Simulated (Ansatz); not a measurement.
# SiNH₂Cl₃: one change and its effect

System: SiNH₂Cl₃, SMILES N[Si](Cl)(Cl)Cl.
Method of run A: RKS SPW92 (LDA)/def2-TZVPP (Ansatz 0.2.0).

The geometry comes from this level: PBE0-D4/def2-TZVP. Text and figures count atoms from 1; the logs count them from 0 in places.

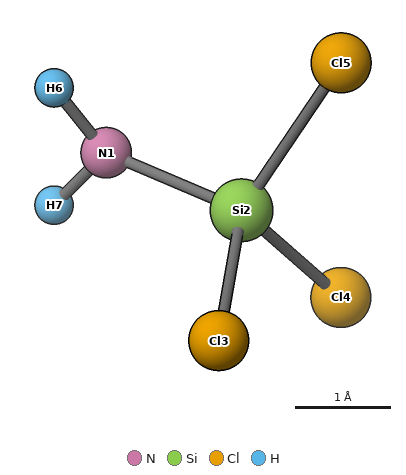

Fig. 1: The structure as given in the input (ball-and-stick view, seen at an oblique angle; atoms are numbered from 1 in the order of the input). Bond lengths as drawn: Cl–Si 2.03 to 2.04 Å, H–N 1.01 Å and N–Si 1.68 Å.

The input, run A:
```yaml
crystal:
  periodic: [false, false, false]
  atoms:
    - {symbol: N, position_ang: [0.063975, 0.907950, 0.637815]}
    - {symbol: Si, position_ang: [-0.036920, -0.422904, -0.387652]}
    - {symbol: Cl, position_ang: [0.347498, -2.230365, 0.482922]}
    - {symbol: Cl, position_ang: [-1.926714, -0.514458, -1.127058]}
    - {symbol: Cl, position_ang: [1.324484, -0.184171, -1.876285]}
    - {symbol: H, position_ang: [0.958160, 1.270223, 0.925615]}
    - {symbol: H, position_ang: [-0.669183, 1.105827, 1.298844]}
basis:
  gaussian: {orbitals: def2-TZVPP}
hamiltonian: {xc: lda}
output: {orbitals: {seedname: orbitals}}
```

Command:
```bash
ansatz run in.yaml --threads 4 --pin off --events-out ev --progress --plain --max-ram 10444MiB
```

Hardware: 4 threads of Arm Neoverse V2, 23 GiB of memory available, shared host.

Output (run A):
```
Functional definition: SPW92
  exchange = slater_x
  correlation = pw_c
1443 factors; their error is unknown
mean field evaluation 1: about -46800.7686 eV, gradient 7.4e1 eV
mean field evaluation 2: about -46765.0821 eV, gradient 1.3e2 eV
mean field evaluation 4: about -46810.6649 eV, gradient 1.1e1 eV
mean field evaluation 8: about -46810.8853 eV, gradient 8.7e-2 eV
mean field evaluation 16: about -46810.8465 eV, gradient 7.5e-5 eV
mean field -46810.84646367 eV, -1720.2668780086 hartree, gradient 7.5e-5 eV, S^2 0.000000; 0 other end points of the search recorded, 0 dependent functions left out
reference -46810.84650058 eV, -1720.2668793649 hartree; 37, 37 occupied and 190, 190 virtual orbitals, 1443 factors
Total energy: -46810.84650058 eV, -1720.2668793649 hartree
```

The input of run B differs as follows (lines with − go, lines with + come):
```diff
-hamiltonian: {xc: lda}
+hamiltonian: {xc: {name: B97M-V}}
```

What does this change do to the results?

The total energies belong to different methods, so their difference says nothing on which is more stable or more accurate. The HOMO goes from −7.04 to −7.29 eV. The LUMO goes from −1.02 to −0.33 eV.

Output (run B):
```
Functional definition: B97M-V
  parameter cx00 = 1.000
  parameter cx01 = 1.308
  parameter cx02 = 1.901
  parameter cx10 = 0.416
  parameter cx11 = 3.070
  parameter css00 = 1.000
  parameter css02 = -1.855
  parameter css10 = -5.668
  parameter css32 = -20.497
  parameter css42 = -20.364
  parameter cos00 = 1.000
  parameter cos01 = 1.573
  parameter cos03 = -6.298
  parameter cos10 = 2.535
  parameter cos32 = -6.427
  parameter b = 6.0
  parameter c = 0.01
  gx(w, u) = cx00 + cx01*u + cx02*u^2 + (cx10 + cx11*u)*w
  gss(w, u) = css00 + css02*u^2 + css10*w + (css32*w^3 + css42*w^4)*u^2
  gos(w, u) = cos00 + cos01*u + cos03*u^3 + cos10*w + cos32*w^3*u^2
  exchange = spin_sum(e_x_unif_s*gx(b97_w, b97_u_x))
  correlation = spin_sum(e_c_pw_mod_same_spin*gss(b97_w, b97_u_same))
      + integral(e_c_pw_mod_opposite_spin*gos(b97_w_opposite, b97_u_opposite)) + vv10(b, c)
1443 factors; their error is unknown
mean field evaluation 1: about -46956.5815 eV, gradient 6.2e1 eV
mean field evaluation 2: about -46941.5196 eV, gradient 9.5e1 eV
mean field evaluation 4: about -46963.8508 eV, gradient 5.3e0 eV
mean field evaluation 8: about -46963.9127 eV, gradient 1.8e-1 eV
mean field evaluation 16: about -46963.8712 eV, gradient 1.7e-4 eV
mean field -46963.87116141 eV, -1725.8904319267 hartree, gradient 7.0e-5 eV, S^2 0.000000; 0 other end points of the search recorded, 0 dependent functions left out
reference -46963.87121333 eV, -1725.8904338347 hartree; 37, 37 occupied and 190, 190 virtual orbitals, 1443 factors
Total energy: -46963.87121333 eV, -1725.8904338347 hartree
```

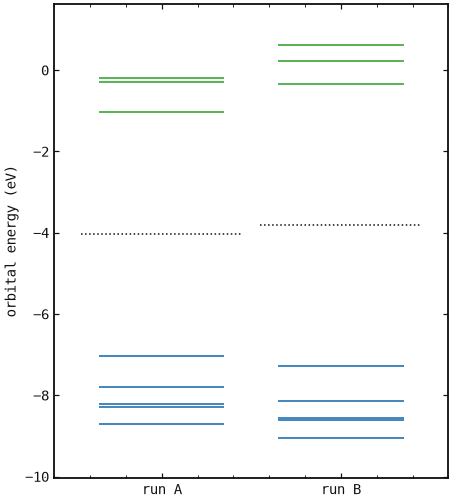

Fig. 2: The five highest filled and three lowest empty orbital energies of the two runs; the dotted lines part filled from empty levels. The HOMO–LUMO gap is 6.02 eV in run A and 6.95 eV in run B.

The two runs side by side:

```csv
quantity,run A,run B
outcome,converged,converged
total energy (hartree),−1720.266879,−1725.890434
HOMO (eV),−7.04,−7.29
LUMO (eV),−1.02,−0.33
basis functions,227,227
wall time (shared host),0.95 s,6.5 s
```
